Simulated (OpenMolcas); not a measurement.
**GaF (SMILES [F][Ga]) at 6 levels**

We compute a comparison of 6 runs (HF/3-21G, B3LYP/6-31G*, B2PLYP/def2-TZVPPD, M06-2X/def2-TZVPPD, r2SCAN/def2-TZVPPD) of GaF. 

The calculation is run with OpenMolcas 26.06.

## Step 1: The molecule

GaF: 2 atoms, total charge 0, spin state singlet. As SMILES, `[F][Ga]`. The F1–Ga2 distance was set to 3.930 Å, away from the relaxed value.

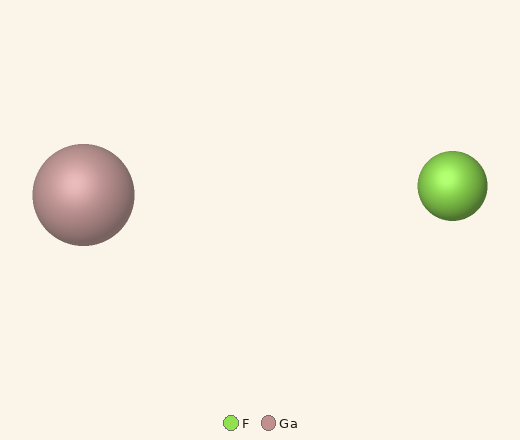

Viewed from a chosen angle; fluorine green, gallium pink.

## Step 2: The energy at HF/3-21G (run 1)

Contents of job.input:

```
&gateway
 baslib = $CurrDir
 coord
 2
 angstrom
 F        0.000000       0.000000      -2.137550
 Ga       0.000000       0.000000       1.792850
 basis = 3-21G
 group = NoSym

&seward

&scf
 thresholds = 1e-10 1e-07 1e-07 1e-05
 prorbitals = 1 1
```

The basis set 3-21G is read from a file made from the Basis Set Exchange's data (not shown).

Command:

```sh
$ export MOLCAS_MEM=1860
$ pymolcas job.input > job.log
```

Log:

```text
--- Start Module: gateway ---
[...]
--- Stop Module: gateway /rc=_RC_ALL_IS_WELL_ ---
--- Start Module: seward ---
[...]
      Basis functions           31
--- Stop Module: seward /rc=_RC_ALL_IS_WELL_ ---
--- Start Module: scf ---
[...]
       Convergence after  17 Iterations
[...]
::    Total SCF energy                              -2012.5458664625
[...]
      Total spin, S                                     0.0000000000
[...]
      Total electronic charge=   40.000000
      Total            charge=   -0.000000
[...]
      Dipole Moment (debye):
      Origin of the operator (angstrom)=    0.0000    0.0000    0.9436
                   X=  2.2053E-15               Y=  4.4365E-15               Z=  1.2563E+01           Total=  1.2563E+01
      Quadrupole Moment (debye*angstrom):
[...]
--- Stop Module: scf /rc=_RC_ALL_IS_WELL_ ---
[...]
```

It took 1.8 s on 1 thread of Arm Neoverse V1, shared host; peak memory 0.37 GiB.

## Step 3: The energy at B3LYP/6-31G(d) (spherical functions) (run 2)

Contents of calc.inp:

```
* FGa Kohn-Sham DFT

&GATEWAY
 BasLib
 $CurrDir
 Coord
 2
 angstrom
 F        0.000000       0.000000      -2.137550
 Ga       0.000000       0.000000       1.792850
 Basis
 6-31Gs
 Group
 NoSym

&SEWARD
 GridInput
 Grid=UltraFine
 End of Grid

&SCF
 KSDFT
 B3LYP
 Thresholds
 1e-10 1e-07 1e-07 1e-05
 PrOrbitals
 1 1
```

The basis set 6-31G* is read from a file made from the Basis Set Exchange's data (not shown).

Command:

```sh
$ export MOLCAS_MEM=1860
$ pymolcas calc.inp > calc.log
```

Log:

```text
--- Start Module: gateway ---
[...]
--- Stop Module: gateway /rc=_RC_ALL_IS_WELL_ ---
--- Start Module: seward ---
[...]
      Basis functions           46
--- Stop Module: seward /rc=_RC_ALL_IS_WELL_ ---
--- Start Module: scf ---
[...]
       Convergence after  25 Iterations
[...]
::    Total KS-DFT energy                           -2024.3323212869
[...]
      Total spin, S                                     0.0000000000
[...]
      Total electronic charge=   40.000000
      Total            charge=   -0.000000
[...]
      Dipole Moment (debye):
      Origin of the operator (angstrom)=    0.0000    0.0000    0.9436
                   X= -1.2686E-15               Y= -3.7183E-15               Z=  9.8404E+00           Total=  9.8404E+00
      Quadrupole Moment (debye*angstrom):
[...]
--- Stop Module: scf /rc=_RC_ALL_IS_WELL_ ---
[...]
```

Run time: 6.9 s. Hardware: 1 thread of Arm Neoverse V1, shared host; peak memory 0.38 GiB.

Runs 3 to 5 aren't shown in full; the table further down has their settings and results.

## Step 4: The energy at r2SCAN/def2-TZVPPD (run 6)

Contents of geom.xyz:

```xyz
2

F      0.000000     0.000000    -2.137550
Ga     0.000000     0.000000     1.792850
```

Contents of calc.input:

```
* FGa Kohn-Sham DFT
>>> EXPORT MOLCAS_PRINT=2

&gateway
  baslib = $CurrDir
  coord = geom.xyz
  basis = def2-TZVPPD
  group = NoSym

&seward
  gridinput
  Grid=UltraFine
  End of Grid

&scf
  ksdft = 2
  1.0 MGGA_X_R2SCAN
  1.0 MGGA_C_R2SCAN
  thresholds = 1e-10 1e-07 1e-07 1e-05
  prorbitals = 1 2
```

The basis set def2-TZVPPD is read from a file made from the Basis Set Exchange's data (not shown).

Command:

```sh
$ export MOLCAS_MEM=1860
$ pymolcas calc.input > calc.log
```

Log:

```text
--- Start Module: gateway ---
[...]
--- Stop Module: gateway /rc=_RC_ALL_IS_WELL_ ---
--- Start Module: seward ---
[...]
      Basis functions           94
--- Stop Module: seward /rc=_RC_ALL_IS_WELL_ ---
[...]
--- Start Module: scf ---
[...]
       Convergence after  26 Iterations
[...]
::    Total KS-DFT energy                           -2024.5784953518
[...]
      Total spin, S                                     0.0000000000
[...]
      Total electronic charge=   40.000000
      Total            charge=   -0.000000
[...]
      Dipole Moment (debye):
      Origin of the operator (angstrom)=    0.0000    0.0000    0.9436
                   X= -5.3273E-15               Y=  2.9054E-15               Z=  1.2296E+01           Total=  1.2296E+01
      Quadrupole Moment (debye*angstrom):
[...]
--- Stop Module: scf /rc=_RC_ALL_IS_WELL_ ---
[...]
```

Run time: 24 s. Hardware: 1 thread of Arm Neoverse V1, shared host; peak memory 0.52 GiB.

## Step 5: Overview of the runs

```
run                               level  integration grid  Cartesian functions   energy (Eh)  dipole moment (D)  HOMO energy (eV)  LUMO energy (eV)  wall time
  1                            HF/3-21G                 –                   no  -2012.545866              12.56             -6.26             -0.99      1.8 s
  2  B3LYP/6-31G* (spherical functions)         UltraFine                   no  -2024.332321               9.84             -5.03             -3.73      6.9 s
  3  B3LYP/6-31G* (Cartesian functions)         UltraFine                  yes  -2024.339285               9.91             -4.99             -3.69       11 s
  4                  B2PLYP/def2-TZVPPD         UltraFine                   no  -2024.223923              15.66             -6.45             -3.28       11 s
  5                  M06-2X/def2-TZVPPD         UltraFine                   no  -2024.586843              15.63             -6.57             -3.36       18 s
  6                  r2SCAN/def2-TZVPPD         UltraFine                   no  -2024.578495              12.30             -4.71             -4.35       24 s
```

## Step 6: Outcome

| quantity | value |
| --- | --- |
| run 6: total energy | -2024.57850 Eh |
| run 6: dipole moment | 12.30 D |
| run 6: HOMO energy | -4.71 eV |
| run 6: LUMO energy | -4.35 eV |
| run 6: HOMO–LUMO gap | 0.36 eV |

What this shows: The dipole moment (its size) runs from 9.84 D (B3LYP/6-31G*) to 15.66 D (B2PLYP/def2-TZVPPD). The two ends differ in method and basis. A double hybrid's value is that of its SCF part. The HOMO–LUMO gap runs from 0.36 eV (r2SCAN/def2-TZVPPD) to 5.27 eV (HF/3-21G). For B2PLYP the log adds the whole second-order term; the table takes 0.27 of it, as the functional is defined. Totals of different functionals can't be ranked against each other. All runs together took 72 s, the longest 24 s.
